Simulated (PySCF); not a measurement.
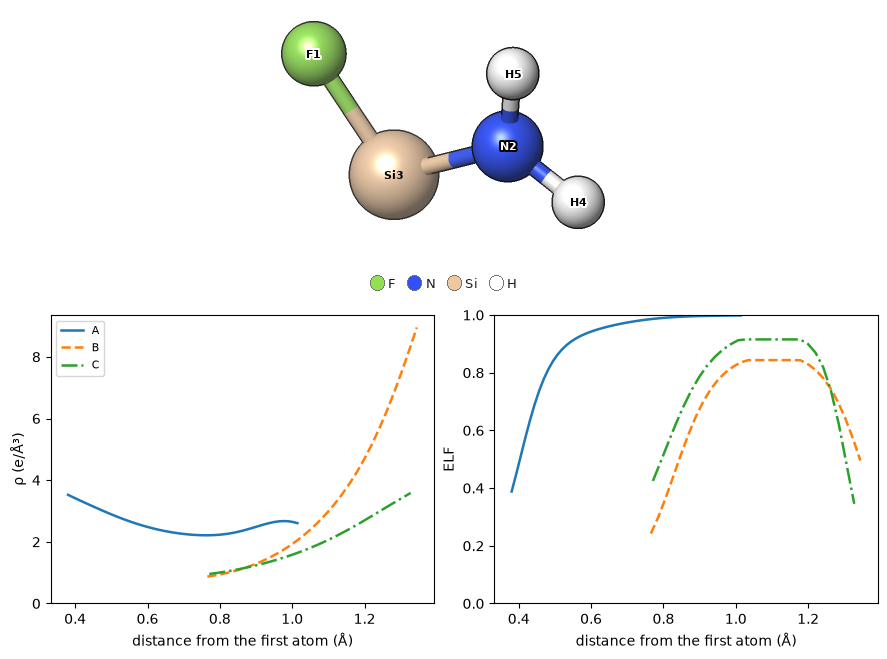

FH₂NSi. Electron density and electron localisation function along straight lines between neighbouring atoms. The curves leave out the atomic cores. The structure is drawn too.

Geometry: PBE0-D3(BJ)/pcseg-1.

All numbers below come from PySCF, Gaussian-basis quantum chemistry of an isolated molecule with PySCF, energy and nuclear gradient, functional PBE0.

Input file:

```
import pyscf.grad
from pyscf import gto, dft

system = gto.Mole()
system.atom = 'input.xyz'
system.max_memory = 3720
system.verbose = 3
system.basis = 'def2-tzvpd'
system.build()

mf = dft.RKS(system, xc='pbe0')
mf = mf.density_fit(auxbasis='def2-universal-jkfit')
mf.grids.level = 3
mf.max_cycle = 100
mf.conv_tol = 1e-09
mf.kernel()
if not mf.converged:
    mf = mf.newton().run(mf.mo_coeff, mf.mo_occ)

etot = mf.e_tot
print('E(%s) = %.9f' % ('PBE0', etot))
grad = mf.Gradients().kernel()
mf.analyze()
```

Command:

```sh
OMP_NUM_THREADS=2 python input.py
```

Which curve belongs to which contact (N–H, Si–F and Si–N)? The first atom named is at distance zero.

Curve A: N–H (1.01 Å): the density is about 2.9 e/Å³ at the midpoint; the ELF climbs to about 1 towards the hydrogen, as it does in any bond to H; a covalent bond by its length. Curve B: Si–F (1.65 Å): ρ at the midpoint is about 1 e/Å³; the ELF peaks at about 0.85 in the valence shell of F, 0.6 Å from its nucleus, and is about 0.45 at the midpoint. Curve C: Si–N (1.71 Å): ρ at the midpoint is about 1.1 e/Å³; the ELF peaks at about 0.90 between the atoms; a shared but strongly polarised pair.
